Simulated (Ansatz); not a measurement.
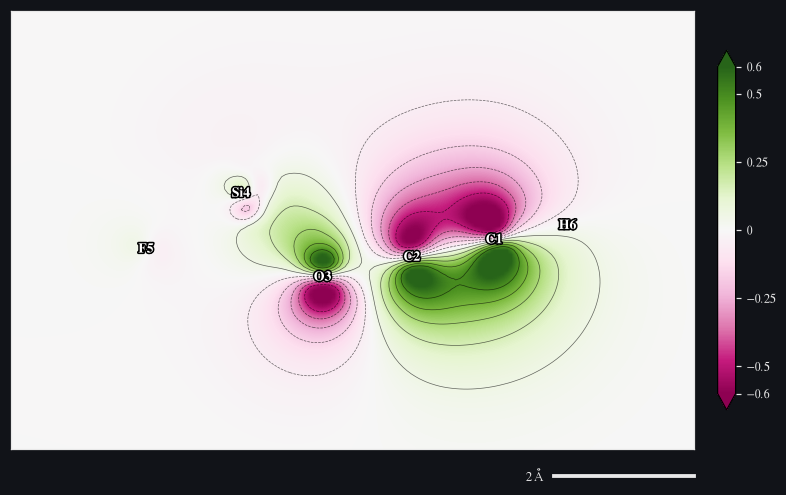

Figure. C₂H₃FOSi. The HOMO−1 on the plane of atoms C2, O3 and Si4 (values in Å⁻³ᐟ²; the overall sign is arbitrary).

Geometry: PBE0-D4/def2-TZVP.

All numbers below come from RKS PBE0-D4/def2-TZVPP (Ansatz 0.2.0).

```yaml
atoms:
  - { symbol: C, position_ang: [-0.7529, 1.8608, 1.0768] }
  - { symbol: C, position_ang: [-0.7742, 0.7799, 0.5602] }
  - { symbol: O, position_ang: [-0.8115, -0.3887, 0.0052] }
  - { symbol: Si, position_ang: [0.5513, -1.0847, -0.6557] }
  - { symbol: F, position_ang: [0.0422, -2.4774, -1.2064] }
  - { symbol: H, position_ang: [-0.7488, 2.8180, 1.5377] }
  - { symbol: H, position_ang: [1.5529, -1.3084, 0.4030] }
  - { symbol: H, position_ang: [1.0330, -0.2566, -1.7766] }
```

Describe this orbital and give its energy.

By Hirshfeld shares it lies mainly on C1 (about 45 %), C2 (about 35 %) and O3 (about 15 %); π-bonding across C1–C2. Its energy is −7.82 eV.
